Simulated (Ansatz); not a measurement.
# GaCl2F: single points with varied inputs

Aim: run GaCl2F under a spread of inputs, and see what each costs and gives.

Computed with Ansatz 0.2.0, Gaussian basis. Level: the settings change from run to run.

### Step 1. The molecule

An earlier r2SCAN-D4/def2-SVP relaxation fixed the geometry.

4 atoms, charge 0, spin multiplicity 1.

Atoms are counted from 1 here; the program's logs count them from 0.

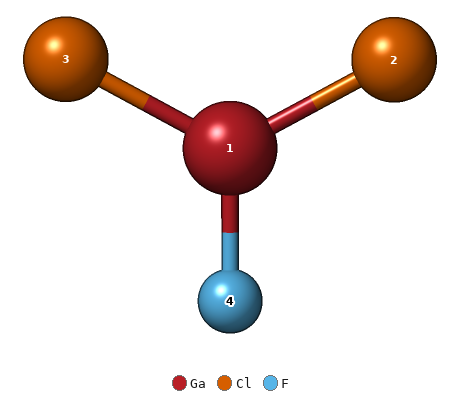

The geometry (gallium red, chlorine orange, fluorine blue); atoms are numbered from 1 in the order of the file.

### Step 2. r2SCAN0/def2-mTZVP

This run has charge +1, multiplicity 2.

Input file in.yaml:

```yaml
crystal:
  periodic: [false, false, false]
  atoms:
    - {symbol: Ga, position_ang: [-0.035702, -0.059937, -0.000356]}
    - {symbol: Cl, position_ang: [2.076529, -0.145464, 0.014521]}
    - {symbol: Cl, position_ang: [-1.116604, 1.756794, -0.015470]}
    - {symbol: F, position_ang: [-0.924224, -1.551393, 0.001315]}
basis:
  gaussian: {orbitals: def2-mTZVP}
total_charge: 1
magnetization: {spin_polarized: true, initial_magnetization: 1}
hamiltonian: {xc: {name: r2SCAN0}}
```

The run is started by

```
ansatz run in.yaml --threads 4 --pin off --events-out ev --progress --plain --max-ram 3916MiB
```

The log of the run:

```text
Functional definition: r2SCAN0
  name "r2SCAN0"
  cite "Bursch, Neugebauer, Ehlert & Grimme, J. Chem. Phys. 156, 134105 (2022) doi:10.1063/5.0086040"
  cite "Furness, Kaplan, Ning, Perdew & Sun, J. Phys. Chem. Lett. 11, 8208 (2020) doi:10.1021/acs.jpclett.0c02405"
  cite "Furness, Kaplan, Ning, Perdew & Sun, J. Phys. Chem. Lett. 11, 9248 (2020) doi:10.1021/acs.jpclett.0c03077"
  parent r2scan
  parameter a = 0.25
  parameter k0 = 0.174
  parameter k1 = 0.065
  parameter a1 = 4.9479
  exchange = (1 - a)*r2scan_x(k0 = k0, k1 = k1, a1 = a1) + a*exact_x
  correlation = r2scan_c
845 factors; integrals over basis functions are off by at most 9.1e-4 eV
mean field evaluation 1: about -80122.4860 eV, gradient 4.9e1 eV
mean field evaluation 2: about -80039.8481 eV, gradient 1.5e2 eV
mean field evaluation 4: about -80129.2630 eV, gradient 9.8e0 eV
mean field evaluation 8: about -80129.5443 eV, gradient 1.3e-1 eV
mean field evaluation 16: about -80129.5771 eV, gradient 3.0e-3 eV
mean field evaluation 32: about -80129.5771 eV, gradient 5.7e-5 eV
mean field evaluation 64: about -80129.2880 eV, gradient 7.2e-1 eV
mean field -80129.57711550 eV, -2944.7076452167 hartree, gradient 7.0e-6 eV, S^2 0.759343; 6 other end points of the search recorded, 0 dependent functions left out
reference -80129.57712382 eV, -2944.7076455222 hartree; 37, 36 occupied and 62, 63 virtual orbitals, 845 factors
Total energy: -80129.57712382 eV, -2944.7076455222 hartree
```

Run time: 10 s. Hardware: 4 threads of Arm Neoverse V1, shared host.

⟨S²⟩ 0.759.

### Step 3. PBE0/pcseg-2

This run has charge -1, multiplicity 2, restricted open-shell orbitals, atoms shaken by 0.03 Å, the search for lower states set to off.

Input file in.yaml:

```yaml
crystal:
  periodic: [false, false, false]
  atoms:
    - {symbol: Ga, position_ang: [-0.058638, -0.016495, -0.019680]}
    - {symbol: Cl, position_ang: [2.105650, -0.158184, 0.040030]}
    - {symbol: Cl, position_ang: [-1.159421, 1.752132, -0.078563]}
    - {symbol: F, position_ang: [-0.952074, -1.563048, -0.013462]}
basis:
  gaussian: {orbitals: pcseg-2}
total_charge: -1
magnetization: {spin_polarized: false, initial_magnetization: 1}
hamiltonian: {xc: {name: PBE0}}
scf: {lower_state_search: off}
output: {forces: true}
```

Launched as before.

The log of the run (excerpt; [...] marks lines left out):

```text
Functional definition: PBE0
  name "PBE0"
  cite "Adamo & Barone, J. Chem. Phys. 110, 6158 (1999) doi:10.1063/1.478522"
  cite "Perdew, Burke & Ernzerhof, Phys. Rev. Lett. 77, 3865 (1996) doi:10.1103/PhysRevLett.77.3865"
  parent pbe
[...]
922 factors; integrals over basis functions are off by at most 1.3e-3 eV
[...]
mean field -80130.42065138 eV, -2944.7386445881 hartree, gradient 5.1e-6 eV, S^2 0.750000; 0 other end points of the search recorded, 0 dependent functions left out
[...]
reference -80130.42068358 eV, -2944.7386457717 hartree; 38, 37 occupied and 103, 104 virtual orbitals, 922 factors
Total energy: -80130.42068358 eV, -2944.7386457717 hartree
Atom 0 at    -0.058638    -0.016495    -0.019680 Å, force     0.293812    -1.795812    -0.009272 eV/Å
Atom 1 at     2.105650    -0.158184     0.040030 Å, force     2.392811    -0.121173     0.079273 eV/Å
Atom 2 at    -1.159421     1.752132    -0.078563 Å, force    -1.938350     3.062752    -0.087999 eV/Å
Atom 3 at    -0.952074    -1.563048    -0.013462 Å, force    -0.748273    -1.145767     0.017998 eV/Å
Dipole moment:    -0.018708     0.198118     0.001187 e Å
Checks for a lower state left out: stability, starts, cluster_reference, orbital_swaps, neighbouring_geometries, increment
```

Run time: 2.4 s. Hardware: 4 threads of Arm Neoverse V1, shared host.

Largest force 3.626 eV/Å.

### Step 4. BCCD(T)/STO-3G

This run has finite nuclei, the search for lower states set to off.

Input file in.yaml:

```yaml
crystal:
  periodic: [false, false, false]
  atoms:
    - {symbol: Ga, position_ang: [-0.035702, -0.059937, -0.000356]}
    - {symbol: Cl, position_ang: [2.076529, -0.145464, 0.014521]}
    - {symbol: Cl, position_ang: [-1.116604, 1.756794, -0.015470]}
    - {symbol: F, position_ang: [-0.924224, -1.551393, 0.001315]}
basis:
  gaussian: {orbitals: STO-3G, nuclear_model: gaussian}
hamiltonian: {xc: {name: HF}}
correlation: {method: bccd_t}
scf: {lower_state_search: off}
```

Launched as before.

The log of the run (excerpt; [...] marks lines left out):

```text
Functional definition: HF
  name "HF"
  cite "Fock, Z. Phys. 61, 126 (1930) doi:10.1007/BF01340294"
  parent pbe
[...]
449 factors; integrals over basis functions are off by at most 3.8e-5 eV
[...]
mean field -79136.67025692 eV, -2908.2189911801 hartree, gradient 1.2e-6 eV, S^2 0.000000; 0 other end points of the search recorded, 0 dependent functions left out
20 core orbitals not correlated: weight in the atoms' cores, before any rotation towards them, 1.000 or more for the frozen orbitals, at most 0.000 for the correlated occupied ones
reference -79136.67025692 eV, -2908.2189911801 hartree; 17, 17 occupied and 4, 4 virtual orbitals, 449 factors
second order -1.91861892 eV of doubles, -0.00000000 eV of singles
cycle   1  -1.93953137 eV  change   -2.1e-2 eV  update   1.2e-1
[...]
cycle  14  -2.28927806 eV  change    9.4e-6 eV  update   2.7e-5
perturbative correction -0.46417117 eV, -0.0170579759 hartree
Total energy: -79139.42370615 eV, -2908.3201785729 hartree
Checks for a lower state left out: stability, starts, cluster_reference, orbital_swaps, neighbouring_geometries, increment
```

Wall time 0.25 s (4 threads of Arm Neoverse V1, shared host).

### Step 5. CAM-B3LYP/def2-mTZVP

This run has atoms shaken by 0.08 Å, finite nuclei, D4 dispersion, relativity set to scalar.

Input file in.yaml:

```yaml
crystal:
  periodic: [false, false, false]
  atoms:
    - {symbol: Ga, position_ang: [-0.184757, -0.049035, 0.035304]}
    - {symbol: Cl, position_ang: [1.978572, -0.112435, 0.040995]}
    - {symbol: Cl, position_ang: [-0.873303, 1.704042, -0.036783]}
    - {symbol: F, position_ang: [-0.939951, -1.593231, -0.063938]}
basis:
  gaussian: {orbitals: def2-mTZVP, nuclear_model: gaussian}
hamiltonian: {xc: {name: CAM-B3LYP}, dispersion: d4, pseudopotentials: {relativity: scalar}}
scf: {omitted_lower_state_checks: [starts]}
output: {forces: true}
```

Same command.

The log of the run (excerpt; [...] marks lines left out):

```text
Functional definition: CAM-B3LYP
  name "CAM-B3LYP"
  cite "Yanai, Tew & Handy, Chem. Phys. Lett. 393, 51 (2004) doi:10.1016/j.cplett.2004.06.011"
  cite "Iikura, Tsuneda, Yanai & Hirao, J. Chem. Phys. 115, 3540 (2001) doi:10.1063/1.1383587"
  cite "Becke, Phys. Rev. A 38, 3098 (1988) doi:10.1103/PhysRevA.38.3098"
  cite "Lee, Yang & Parr, Phys. Rev. B 37, 785 (1988) doi:10.1103/PhysRevB.37.785"
  cite "Vosko, Wilk & Nusair, Can. J. Phys. 58, 1200 (1980) doi:10.1139/p80-159"
[...]
  # Exact exchange under (alpha + beta erf(omega r))/r, Becke's under what is left of 1/r.
[...]
845 factors; integrals over basis functions are off by at most 7.6e-4 eV
232 factors; integrals over basis functions are off by at most 7.0e-6 eV
[...]
mean field -80628.81063284 eV, -2963.0541385860 hartree, gradient 4.8e-5 eV, S^2 0.000000; 0 other end points of the search recorded, 0 dependent functions left out
[...]
reference -80628.81074517 eV, -2963.0541427140 hartree; 37, 37 occupied and 62, 62 virtual orbitals, 845 factors
Total energy: -80628.91597545 eV, -2963.0580098556 hartree
Relativity: scalar
Atom 0 at    -0.184757    -0.049035     0.035304 Å, force     3.539960    -5.520952     0.018834 eV/Å
Atom 1 at     1.978572    -0.112435     0.040995 Å, force    -0.477315    -0.225856     0.076225 eV/Å
Atom 2 at    -0.873303     1.704042    -0.036783 Å, force    -2.790052     5.830368    -0.168394 eV/Å
Atom 3 at    -0.939951    -1.593231    -0.063938 Å, force    -0.272593    -0.083560     0.073335 eV/Å
Dipole moment:    -0.260986     0.312741     0.053770 e Å
Checks for a lower state left out: starts
```

Wall time 1.4 s (4 threads of Arm Neoverse V1, shared host).

Largest force 6.558 eV/Å, dipole 1.97 D.

### Step 6. The runs in one table

```
               level  charge  multiplicity  geometry  functions  energy (eV)    time
  r2SCAN0/def2-mTZVP       1             2   relaxed         99   -80129.577    10 s
        PBE0/pcseg-2      -1             2    shaken        141   -80130.421   2.4 s
      BCCD(T)/STO-3G       0             1   relaxed         41   -79139.424  0.25 s
CAM-B3LYP/def2-mTZVP       0             1    shaken         99   -80628.916   1.4 s
```

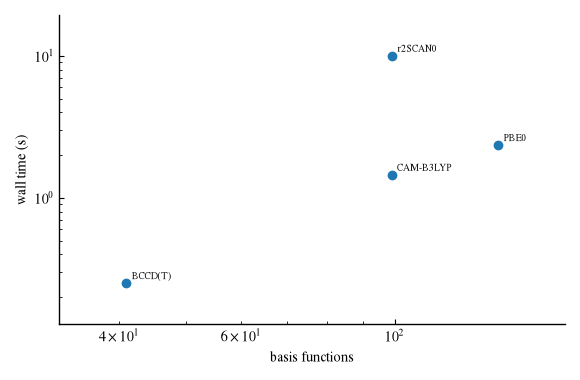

Wall time against the number of basis functions (shared host).

### Step 7. Results

```
quantity                     value
    runs                         4
quickest    BCCD(T)/STO-3G, 0.25 s
 slowest  r2SCAN0/def2-mTZVP, 10 s
```

In words: The runs differ in state or geometry as well as level, so their energies can't be set against each other. Run time spans a factor of 40, from BCCD(T)/STO-3G to r2SCAN0/def2-mTZVP. The jobs differ in tasks and options as well as level.
